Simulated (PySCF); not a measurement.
## Electronic structure of C₁₀H₁₀O₄ (dimethyl phthalate) in real space

The calculation's input:

```
{"job": {"kind": "uv", "xc": "B3LYP", "basis": "def2-SVPD", "ip": false}, "charge": 0, "multiplicity": 1}
C      1.398938     2.076785    -1.921888
O      0.624183     1.022546    -1.382996
C      1.311354     0.001264    -0.862543
O      2.508968    -0.098293    -0.926411
C      0.409573    -1.037736    -0.285068
C      0.761696    -2.371081    -0.504469
C     -0.076093    -3.402007    -0.088927
C     -1.279106    -3.105030     0.549256
C     -1.625855    -1.779083     0.793325
C     -0.778952    -0.740113     0.402148
C     -1.178602     0.641201     0.801509
O     -2.312163     1.044600     0.807294
O     -0.135739     1.357043     1.233562
C     -0.418504     2.694210     1.600398
H      2.079004     1.705259    -2.702006
H      2.002657     2.555019    -1.135637
H      0.688383     2.796139    -2.345130
H      1.699318    -2.581030    -1.023093
H      0.207034    -4.440819    -0.272876
H     -1.946846    -3.909231     0.866384
H     -2.555489    -1.526134     1.307216
H     -0.764352     3.270143     0.728507
H      0.518357     3.113547     1.984782
H     -1.201289     2.732435     2.371734
```

Command:

```sh
OMP_NUM_THREADS=2 python probes_run.py task.json out
```

Geometry: PBE0-D3(BJ)/def2-SVP.

Theory: B3LYP/def2-SVPD, SCF density, gas phase in PySCF 2.14.0.

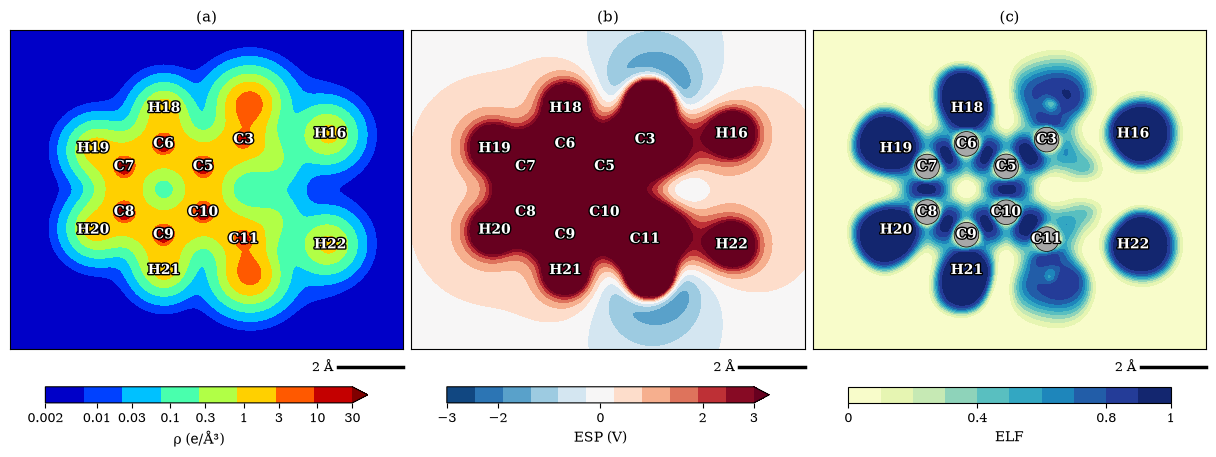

Figure 1. (a) electron density; (b) molecular electrostatic potential; (c) ELF on the plane of atoms C7, C8 and H20. Grey discs cover the atomic cores in the ELF map.

Question: What does the map show?

Answer: Atoms in the plane: C and H.
C–C (1.39 Å): ρ at the midpoint is about 2.1 e/Å³; the ELF peaks at about 0.95 between the atoms (a covalent bond).
C–H (1.09 Å): the density is about 2 e/Å³ at the midpoint; the ELF climbs to about 1 towards the hydrogen, as it does in any bond to H: a covalent bond by its length.
C–C (1.49 Å): ρ at the midpoint is about 1.8 e/Å³; the ELF peaks at about 0.95 between the atoms (a covalent bond).
The ELF also peaks beside O12 and O4, away from the bonds: lone-pair regions.
Outside the dense part of the molecule the potential is most negative (−1.7 V) near O4, which lies off the plane.

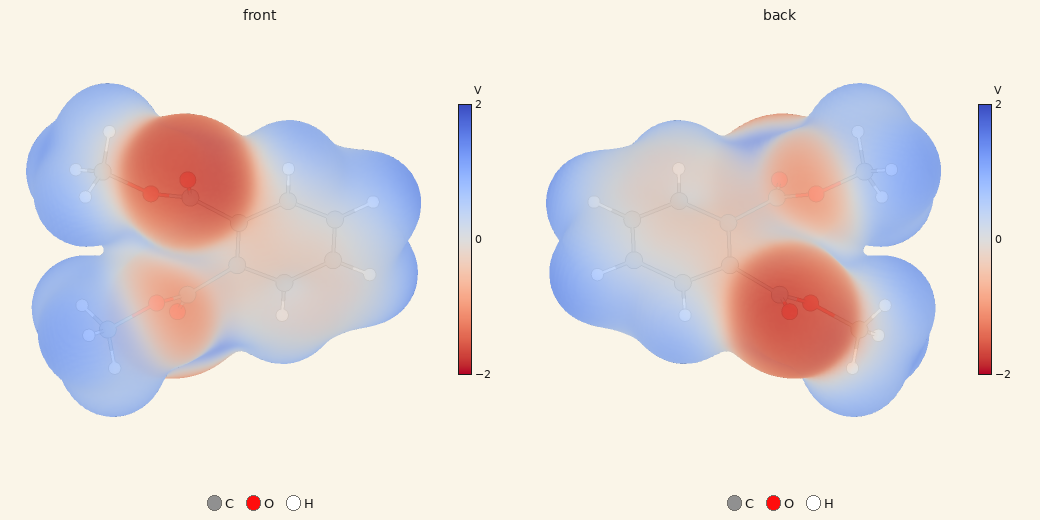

Figure 2. The electrostatic potential painted on the density surface at 0.002 e/bohr³, seen from the front and from behind; the colour scale runs from red (negative) to blue (positive).

Question: Which sites attract a positive test charge, and which a negative one?

Answer: A positive charge is drawn to the negative regions and a negative charge to the positive ones. The most negative region (about −1.6 V) lies over O4 and O12, the most positive (about +1.1 V) over H17, H19, H20 and H23.
